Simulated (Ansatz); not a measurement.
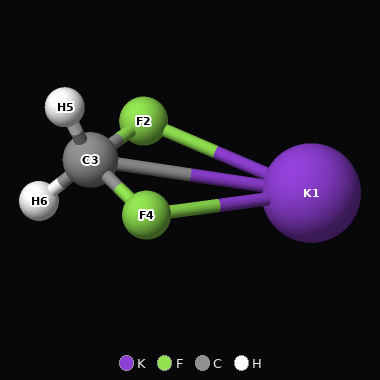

The system is CH2F2K, charge +1; the picture shows the reference structure. The first coordinate is: separation of F2 and K1 along their line in the relaxed pair; the second: sideways slip of K1. Nothing is relaxed (both partners rigid). Grid: 9 × 9 points. At 4 points there is no value (left out of the scan, as a rule where atoms come close). Points are written as (first, second). Energies are in kJ/mol, from the ion and the molecule far apart, frozen as in the relaxed pair, each in its own basis (no counterpoise correction). The calculation used Ansatz, RKS PBE-D4/def2-SVPD.

Its coordinates:

```xyz
6

K    -0.0183    0.0098   -2.7435
F    -0.4546    1.0079   -0.1854
C     0.0043   -0.0023    0.6472
F     0.4518   -1.0067   -0.1985
H     0.8593    0.3786    1.2357
H    -0.8425   -0.3872    1.2448
```

Range: separation of F2 and K1 along their line in the relaxed pair from 2.336 to 4.936 Å; sideways slip of K1 from −1.500 to 1.500 Å.

**Predict the map.**

The lowest grid point is at (2.709 Å, 0.000 Å), −59.9 kJ/mol from the ion and the molecule far apart, frozen as in the relaxed pair, each in its own basis (no counterpoise correction). No other kind of well shows on this grid. The highest grid point, (2.336 Å, 0.750 Å), lies 155.5 kJ/mol above the lowest.

```
second ↓, first →  2.336  2.477  2.709  2.994  3.321  3.682  4.074  4.492  4.936
            1.500      –      –   95.0  −22.7  −52.5  −51.5  −44.8  −35.6  −28.0
            1.125      –      –   21.9  −41.1  −55.0  −51.6  −44.6  −35.5  −27.9
            0.750   95.6   28.1  −30.2  −54.1  −55.9  −51.3  −43.5  −34.7  −27.5
            0.375   −4.8  −32.5  −53.7  −59.0  −54.5  −50.5  −41.7  −33.4  −26.6
            0.000  −36.6  −51.4  −59.9  −58.1  −52.6  −48.1  −39.4  −31.7  −25.5
           −0.375  −47.3  −56.1  −59.0  −55.0  −52.0  −44.8  −36.8  −29.8  −24.2
           −0.750  −53.1  −56.7  −56.1  −52.5  −48.7  −41.1  −33.9  −27.8  −22.8
           −1.125  −55.1  −55.2  −52.9  −50.2  −44.1  −37.2  −31.0  −25.7  −21.3
           −1.500  −53.3  −51.9  −49.5  −45.2  −39.3  −33.4  −28.1  −23.6  −19.8
```

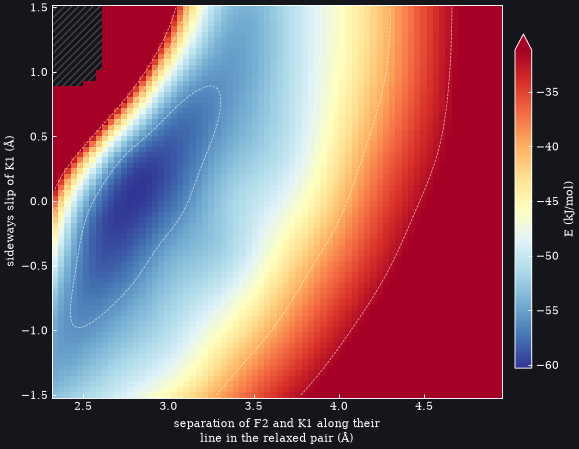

The picture shows a smooth colour map with a few white contour lines, one colour for all values above the top of the scale, hatched blanks where no value was computed. Between grid points the surface is interpolated.

Each point was launched as `ansatz run input.yaml --threads 1 --pin off --max-ram 2560MiB --backend cpu --events-out ev --progress --plain --runs-dir out`. Time for the 77 points that were run: 13 min on 1 thread of Intel(R) Xeon(R) Processor @ 2.50GHz (Skylake/Cascade Lake) (shared host).
